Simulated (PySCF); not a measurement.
**C3H6N2O2Si: density, localisation and related maps**

```xyz
14

C    -0.9187    2.8597    0.1645
C    -0.7760    1.6774    0.0083
Si   -0.5283   -0.1415   -0.2502
N    -1.7995   -0.9549    0.5724
O    -0.2858   -0.5603   -1.7897
N     0.9403   -0.5818    0.6446
C     2.1345   -0.7539    0.0671
O     2.3487   -0.6915   -1.1246
H    -1.0474    3.8947    0.3039
H    -2.7241   -0.5673    0.4953
H    -1.8450   -1.9599    0.5117
H     0.6457   -0.6002   -2.0556
H     0.9057   -0.6471    1.6473
H     2.9493   -0.9737    0.7828
```

Geometry: GFN2-xTB.

All numbers below come from wB97X-D/def2-SVPD, SCF density, gas phase in PySCF 2.14.0.

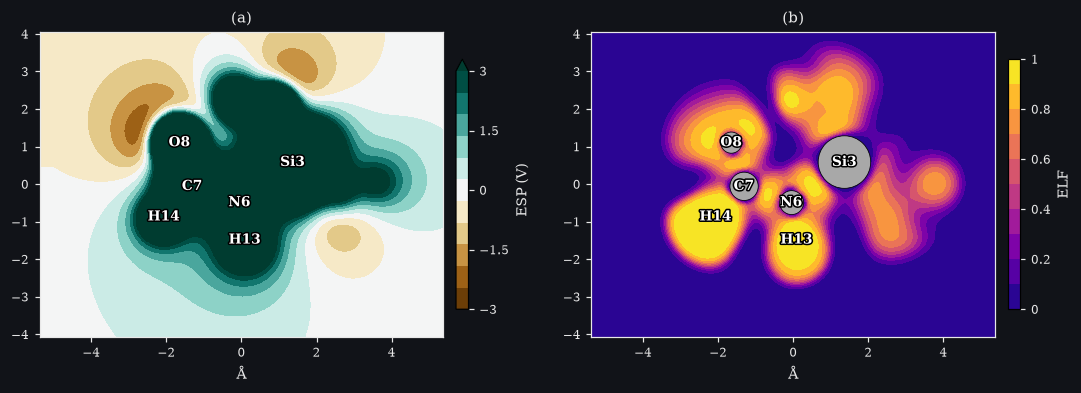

Figure 1. (a) electrostatic potential; (b) electron localisation function on the plane of atoms O8, C7 and H14. Grey discs cover the atomic cores in the ELF map.

Question: Interpret the plot.

Answer: The plane passes through Si, N, C, O and H nuclei. C–O (1.21 Å): the ELF peaks at about 0.85 between the atoms: a short, multiple covalent bond. C–N (1.34 Å): the ELF peaks at about 0.90 between the atoms; a covalent bond. The ELF also peaks beside O8 and O5, away from the bonds: lone-pair regions. Outside the dense part of the molecule the potential is most negative (−2.2 V) near O8.

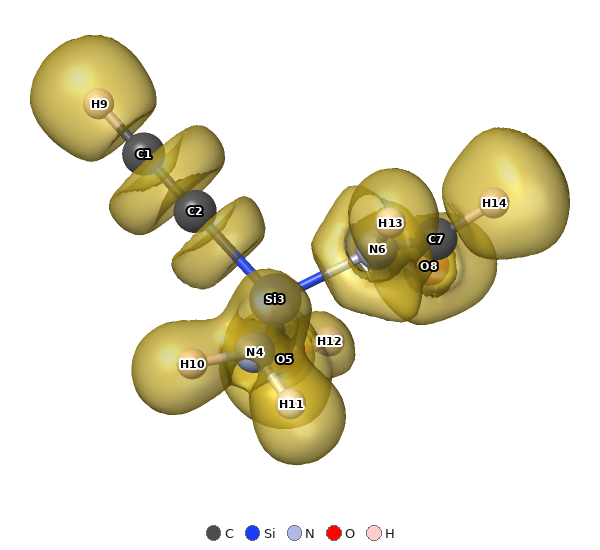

Figure 2. Isosurface of the ELF at 0.75 (yellow), seen at a tilt. Core shells and regions of very low density are left out.

Question: Where are the electrons localised?

Answer: The ELF exceeds this value in one region between bonded C–C atoms (shared pairs), one region between bonded C–Si atoms (shared pairs), two regions around hydrogen nuclei, one region on O in which the atom's valence shell and bonds are merged, two joined regions spread over several atoms (H, N), in which their bonds and any lone pairs are merged and one joined region spread over several atoms (H, O), in which their bonds and any lone pairs are merged. Along the contacts the grid gives the following. C–C (1.20 Å): the ELF peaks at about 0.85 between the atoms; a multiple bond.

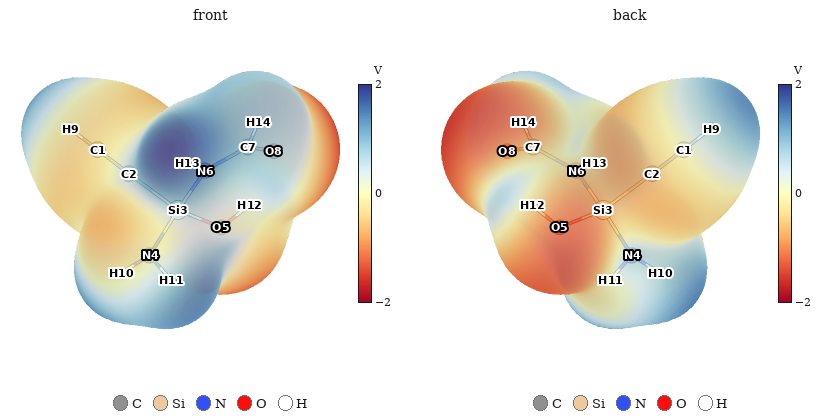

Figure 3. The electrostatic potential painted on the density surface at 0.001 e/bohr³, seen from the front and from behind; the colour scale runs from red (negative) to blue (positive).

Question: Which sites attract a positive test charge, and which a negative one?

Answer: A positive charge is drawn to the negative regions and a negative charge to the positive ones. The most negative region (about −1.5 V) lies over O8, the most positive (about +1.9 V) over H13. O8 is the likeliest acceptor of a hydrogen bond.

Question: How polar is the molecule by this calculation?

Answer: Its dipole moment is 3.66 D.
